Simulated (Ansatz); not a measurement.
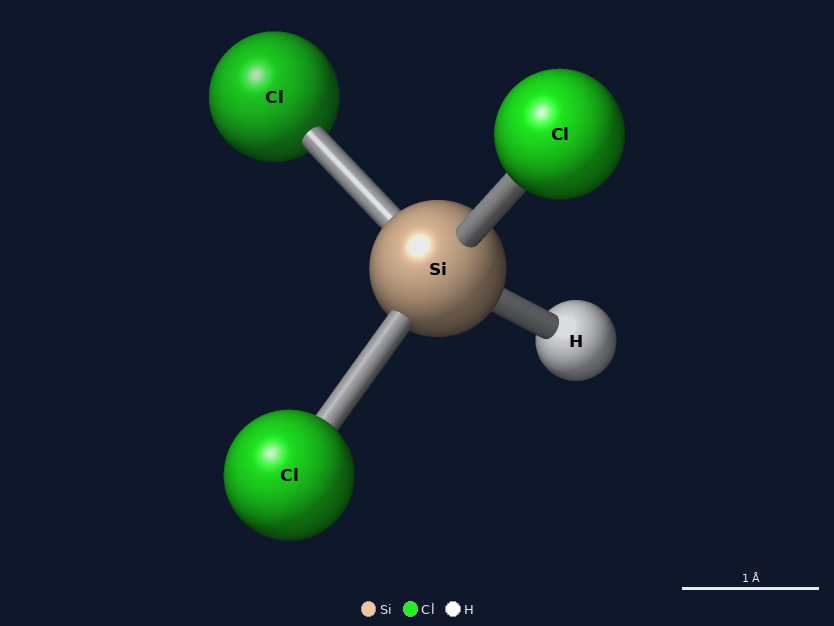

Every bond is drawn as one stick, whatever its order.

Describe the molecule.

The molecule is Cl3HSi. The point group is C3v. Coordination: 1 Si tetrahedral.

More results for the same structure follow; atom numbers are the same in all pictures, views and colours differ. The geometry was computed by an optimisation with PBE0-D4/def2-TZVP.

Geometry

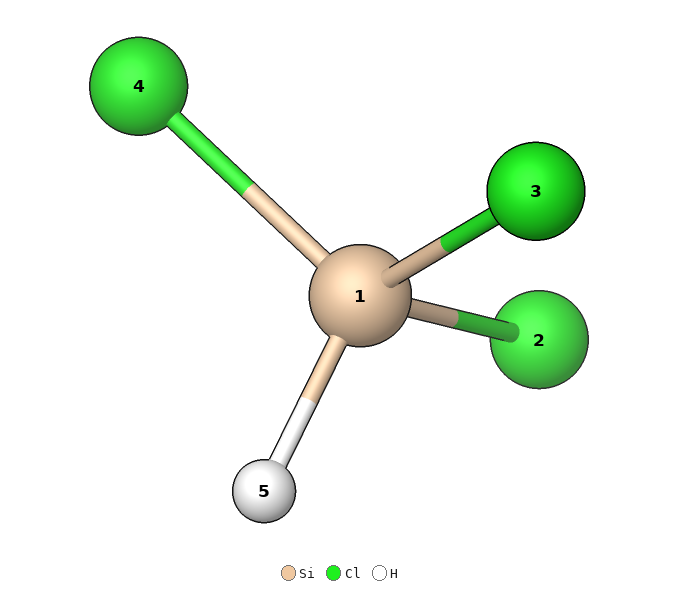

Numbered structure.

List the bonds and their lengths.

| bond | length (Å) |
| --- | --- |
| Si1–Cl2 | 2.030 |
| Si1–Cl3 | 2.030 |
| Si1–Cl4 | 2.030 |
| Si1–H5 | 1.469 |

Vibrations

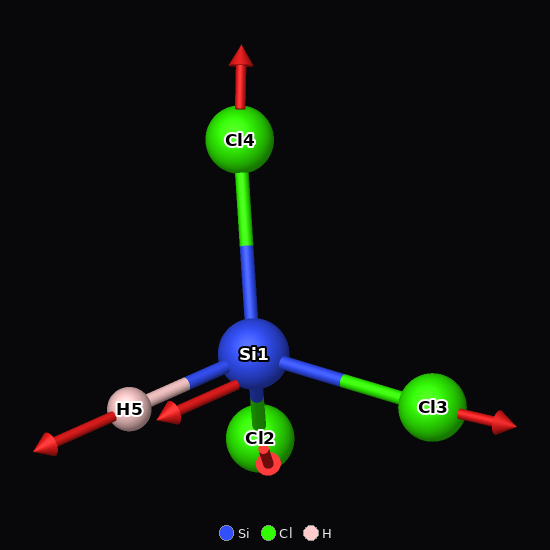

The arrows show one normal mode. Harmonic vibrations computed with RKS PBE0-D4/def2-TZVP (Ansatz 0.2.0) at a stationary point of the same level.

At what wavenumber does it lie?

Answer. 496 cm⁻¹; it is mode 4 of 9 counted from the lowest.

Electronic properties

Properties computed with RKS PBE0-D4/def2-TZVPP (Ansatz 0.2.0).

Give the HOMO–LUMO gap at this level.

Answer. 9.33 eV.

What is the HOMO energy (Kohn–Sham orbital)?

Answer. −9.39 eV.

Dipole moment

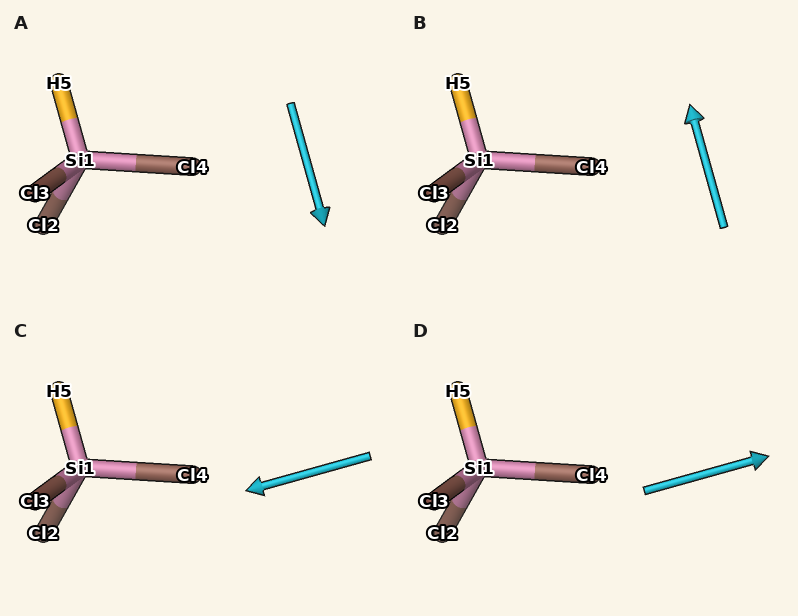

The same molecule four times, each with an arrow. Properties computed with RKS PBE0-D4/def2-TZVP (Ansatz 0.2.0).

Which arrow points along the dipole moment, from the negative to the positive end?

Answer. B. The dipole moment is 0.78 D; it points from the side of Cl2, Cl3, Cl4 to the side of H5 (the outermost atoms at the two ends).
